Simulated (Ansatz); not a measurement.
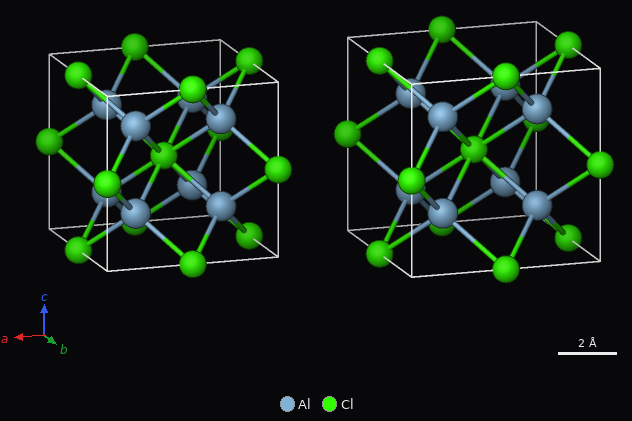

Two geometries of crystalline Al2Cl (a generated structure, set up in Fm-3m) (coarse preliminary run), drawn at one scale. One is the start of a relaxation, the other its converged end. A ball-and-stick model of the conventional cell (4 times the calculation's cell), seen from a free direction. Lengths and directions refer to the drawn axes.

These are results of DFT PBE, scalar-relativistic, plane waves, PAW in Ansatz 0.2.0, not measurements. Set-up: plane-wave cutoff 420 eV; k-point mesh 6 × 6 × 6; occupations gaussian; smearing width 0.1 eV; no spin polarisation; cell and atoms relaxed; force threshold 0.04 eV/Å; at most 70 steps.

### Which of the two is the end point?

The right one is the relaxed one. The atoms keep their places relative to the cell (all moves are under 0.005 Å). The drawn cell changes as follows: a = b = c 6.270 → 6.921 Å (+10.4 %); the volume changes by +34.5 %. Among the contacts that change: Al–Cl 2.715 → 2.997 Å. The space group stays Fm-3m (No. 225). After 3 accepted moves (4 points after the start) the energy has fallen by 0.627 eV per cell of the calculation. All forces vanish by symmetry, so only the cell relaxes. The pressure goes from 11.18 to 0.25 GPa. The SCF was repeated once at an unchanged geometry on a basis and grid sized afresh for the cell, which shifted the energy by 6.9 meV per cell of the calculation at most. The run took 5.5 s on 1 thread of Intel(R) Xeon(R) Processor @ 2.70GHz (shared host), peak memory 0.35 GiB.
